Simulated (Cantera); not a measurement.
Charge: 1 mol H2O, 0.026 mol O2, 0.85 mol H2, at 9000 Torr.

Method: chemical equilibrium by Gibbs-energy minimisation in Cantera with the NASA 1993 tables (ideal gas, pure condensed phases). Candidate condensed phases: H2O; 9 gas species. Equilibrium is a limit: real reactors are often held back by kinetics, nucleation or transport.

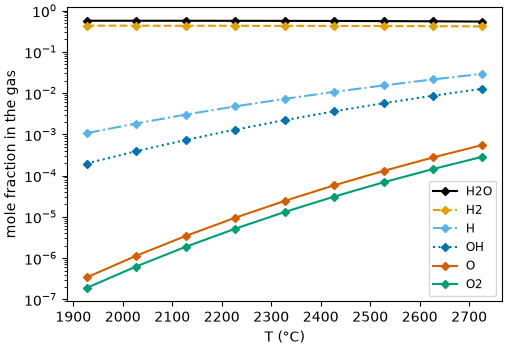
*Equilibrium gas composition (values under 1e-9 drawn at 1e-9)*

From 1927 °C to 2727 °C nothing is condensed.
